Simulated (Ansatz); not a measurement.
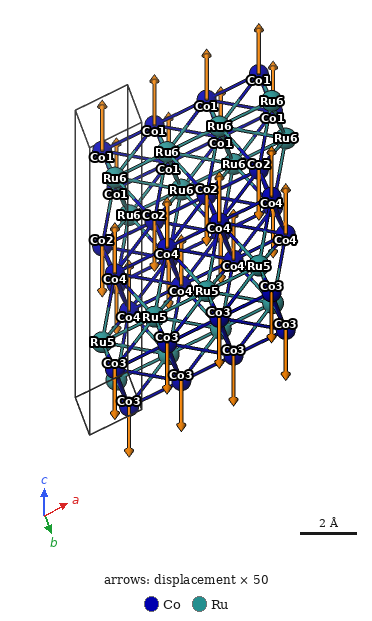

This is a relaxation of a crystal of Co2Ru (a generated structure, set up in P6_3/mmc) (coarse preliminary run). The starting structure is drawn; orange arrows show the displacements (the part carried along by the change of the cell is left out), 50 times their true length.

Style: ball-and-stick. Shown: the cell of the calculation, repeated 4 × 2 × 1 with one cell outlined, from a free direction.

The calculation used DFT PBE, scalar-relativistic, plane waves, PAW (Ansatz 0.2.0).

The input:
```yaml
crystal:
  lattice:
    - [2.52647556, 0.0, 0.0]
    - [-1.26323778, 2.18799202, 0.0]
    - [0.0, 0.0, 12.40823498]
  atoms:
    - { symbol: Co, position: [0.33333333, 0.66666667, 0.91666667], spin: 3.0 }
    - { symbol: Co, position: [0.33333333, 0.66666667, 0.58333333], spin: 3.0 }
    - { symbol: Co, position: [0.66666667, 0.33333333, 0.08333333], spin: 3.0 }
    - { symbol: Co, position: [0.66666667, 0.33333333, 0.41666667], spin: 3.0 }
    - { symbol: Ru, position: [0.33333333, 0.66666667, 0.25] }
    - { symbol: Ru, position: [0.66666667, 0.33333333, 0.75] }
basis:
  ecutwfc: 420
kpoints:
  mp_grid: { grid: [6, 6, 2] }
hamiltonian:
  xc: pbe
scf:
  occupations: { method: gaussian, width: 0.1 }
  lower_state_search: "off"
output:
  forces: true
  stress: true
  eigenvalues: true
  populations: true
magnetization:
  spin_polarized: true
relax:
  adjacent_minimum: "off"
  f_tol: 0.04
  max_steps: 70
  cell: { stress_tol: 0.4 }
```

Command:
```bash
ansatz run input.yaml --threads 1 --pin off --max-ram 2560MiB --backend cpu --events-out ev --progress --plain --runs-dir out
```

Question: Atoms of which element are displaced furthest, and by how much?

Answer: Cobalt: up to 0.044 Å, against 0.000 Å for ruthenium.

Question: Describe the change and its energy.

Answer: The largest moves relative to the cell, 0.044 Å, are those of Co1, Co2, Co3 and Co4. Co1 goes along +c. Ru stays in place. Cell: a = b 2.526 → 2.603 Å (+3.0 %), c 12.408 → 12.205 Å (−1.6 %). Volume +4.4 %. Among the contacts that change: Ru5–Ru5 2.526 → 2.603 Å, Co1–Co1 2.526 → 2.603 Å, Co1–Co3 2.531 → 2.459 Å, Co1–Ru6 2.531 → 2.565 Å. The space group stays P6_3/mmc (No. 194). The energy falls by 0.301 eV per cell of the calculation in 4 accepted moves (5 points after the start). Largest force component: 0.66 eV/Å at the start, 0.0089 eV/Å at the end. Pressure: 13.90 GPa at the start and 0.07 GPa at the end. The SCF was repeated once at an unchanged geometry on a basis and grid sized afresh for the cell, which shifted the energy by 4.4 meV per cell of the calculation at most. The run took 58 s on 1 thread of Arm Neoverse V1 (shared host), peak memory 0.44 GiB.

Limits of the set-up: the k-point mesh is coarse for a cell with partly filled bands.
